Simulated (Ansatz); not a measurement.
## Electronic structure of H4O4Si···HCl in real space

Input file:

```
crystal:
  periodic: [false, false, false]
  atoms:
    - { symbol: Si, position_ang: [0.42159, 0.270516, -0.226792] }
    - { symbol: Cl, position_ang: [-1.237165, 0.206019, 2.675846] }
    - { symbol: O, position_ang: [1.417773, 0.053589, -1.554049] }
    - { symbol: H, position_ang: [1.470264, -0.877173, -1.839833] }
    - { symbol: O, position_ang: [-0.889448, 1.247304, -0.526529] }
    - { symbol: H, position_ang: [-1.628123, 0.807689, -0.983586] }
    - { symbol: O, position_ang: [0.025387, -1.282371, 0.238377] }
    - { symbol: H, position_ang: [-0.472471, -1.302566, 1.081874] }
    - { symbol: O, position_ang: [1.289447, 1.167967, 0.897123] }
    - { symbol: H, position_ang: [2.252363, 1.040826, 0.821814] }
    - { symbol: H, position_ang: [-0.139717, 0.9674, 2.554157] }
basis:
  gaussian: { orbitals: def2-SVP }
hamiltonian:
  xc: blyp
  dispersion: d4
relax:
  f_tol: 0.03
  max_steps: 50
output:
  orbitals: {}
```

Launched as:

```sh
ansatz run input.yaml --threads 4 --pin off --max-ram 5120MiB --backend cpu --events-out ev --progress --plain --runs-dir out
```

The fields are those of the run's last geometry, not of the input's.

The calculation used Ansatz 0.2.0, RKS BLYP-D4/def2-SVP.

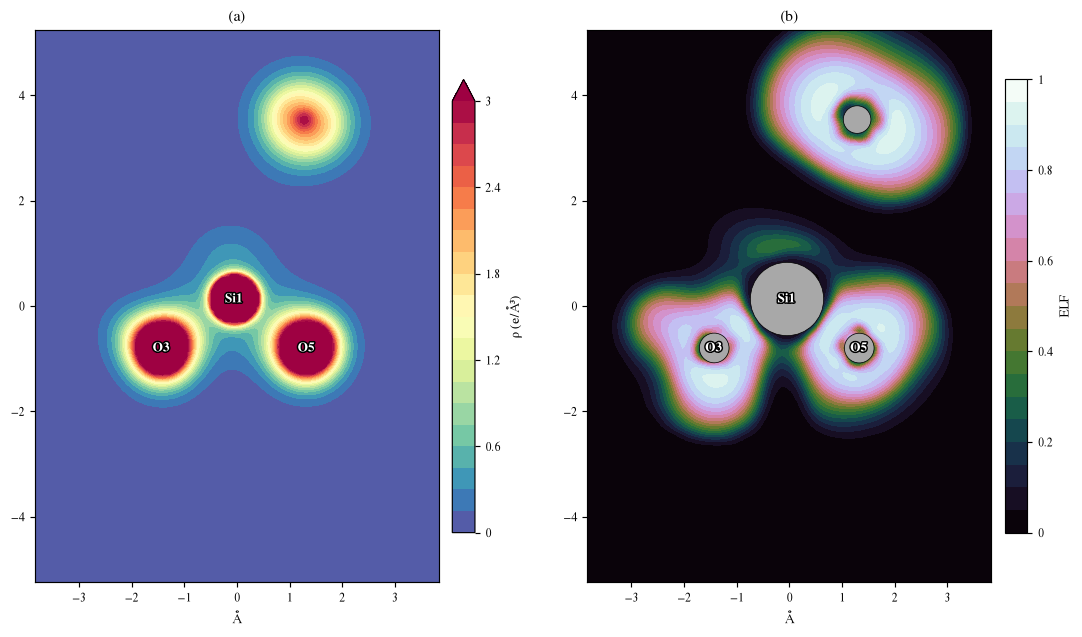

Figure 1. (a) electron density; (b) ELF on the plane of atoms O3, Si1 and O5. Grey discs cover the atomic cores in the ELF map.

> Describe what can be read from this map.

The section cuts through Si and O sites.
Si–O (1.66 Å): ρ at the midpoint is about 1.1 e/Å³; the ELF peaks at about 0.90 between the atoms (a polar covalent bond).
The ELF also peaks beside O3, O5 and Cl2, away from the bonds: lone-pair regions.

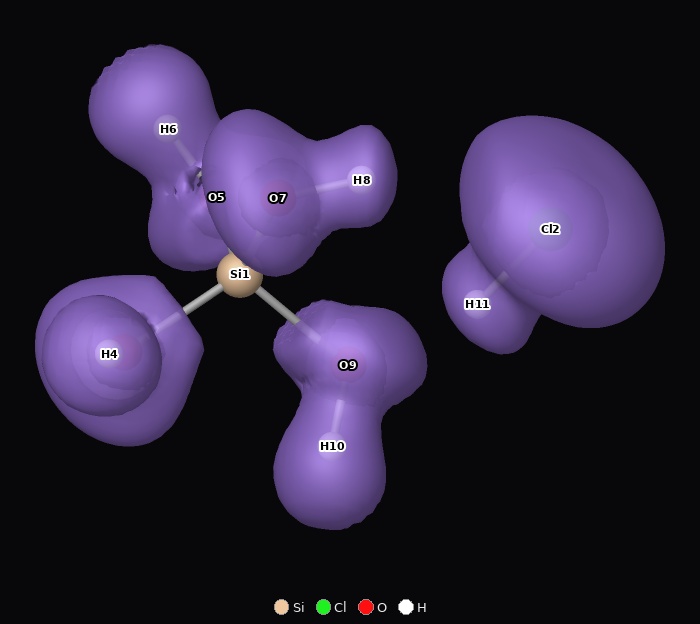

Figure 2. Isosurface of the ELF at 0.75 (purple), seen at an oblique angle. Only the valence region is drawn (cores and ρ < 0.01 e/Å³ removed).

> Describe the localisation domains.

At this value the surface marks out one joined region spread over several atoms (Cl, H), in which their bonds and any lone pairs are merged and four joined regions spread over several atoms (H, O), in which their bonds and any lone pairs are merged. Profiles from the grid: O9···H11 (1.73 Å): the ELF dips to about 0.20 between them.

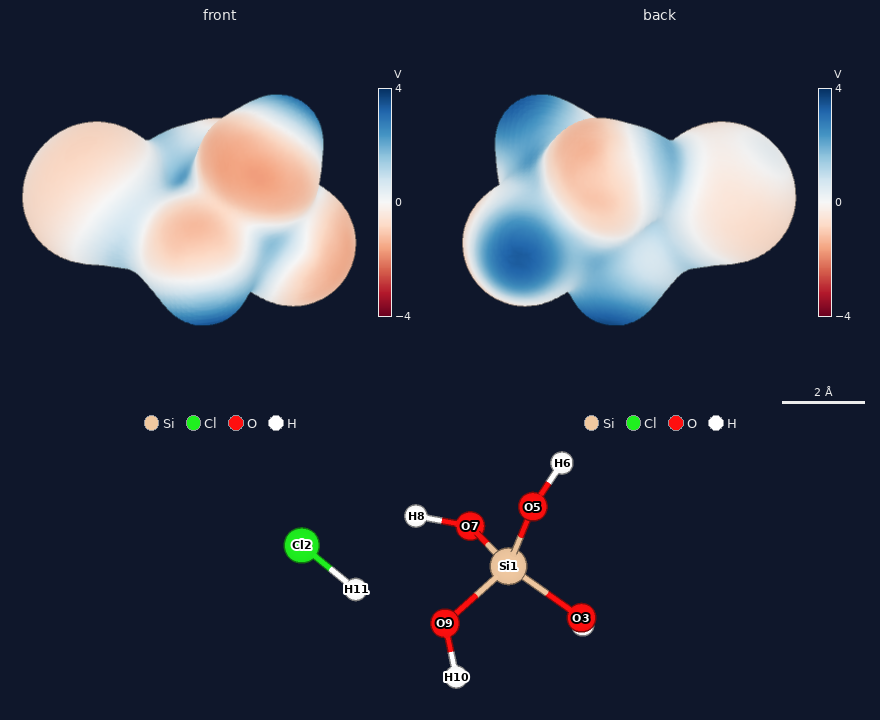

Figure 3. The electrostatic potential painted on the density surface at 0.004 e/bohr³, seen from the front and from behind; the colour scale runs from red (negative) to blue (positive). The bare structure is drawn below in the same view.

> Where is the surface potential most negative and most positive?

The most negative region (about −1.6 V) lies over O5, the most positive (about +3.5 V) over H10. O5 is the likeliest acceptor of a hydrogen bond.
